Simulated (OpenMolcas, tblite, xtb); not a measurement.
**A ladder of methods for CH4AlClO (SMILES C[O][AlH][Cl])**

CH4AlClO: 8 atoms, total charge 0, spin state singlet. SMILES: `C[O][AlH][Cl]`. The coordinates come from a PBE0-D4/def2-TZVP relaxation. This is one conformer, not always the lowest.

Quantity: the vertical energy of the triplet above the singlet, in eV. The values are calculated.

```json
{"level": "GFN1-xTB", "kind": "semi-empirical", "program": "xtb", "value (eV)": "6.12", "CPU time (all runs)": "under 2 s"}
{"level": "IPEA1-xTB", "kind": "semi-empirical", "program": "tblite", "value (eV)": "5.18", "CPU time (all runs)": "under 2 s"}
{"level": "SVWN5/6-31G* (spherical functions)", "kind": "LDA", "program": "OpenMolcas", "value (eV)": "5.71", "CPU time (all runs)": "78 s"}
{"level": "PBE/6-31G* (spherical functions)", "kind": "GGA", "program": "OpenMolcas", "value (eV)": "5.62", "CPU time (all runs)": "2.6 min"}
{"level": "M06-L/6-31G* (spherical functions)", "kind": "meta-GGA", "program": "OpenMolcas", "value (eV)": "6.14", "CPU time (all runs)": "3.4 min"}
{"level": "B3LYP/6-31G* (spherical functions)", "kind": "global hybrid", "program": "OpenMolcas", "value (eV)": "6.16", "CPU time (all runs)": "93 s"}
```

The values span 5.18 to 6.16 eV. The xTB rows lack spin polarisation, so open shells miss the exchange term that lowers them. A triplet this far above the singlet is often a Rydberg-like or dissociative state; sets without diffuse functions put Rydberg states too high. CPU times are rough (shared hosts, several kinds of processor): they show what a rung costs within a factor of a few.

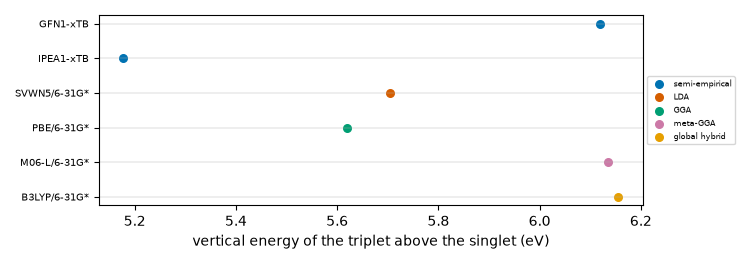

The values of the table, level by level.
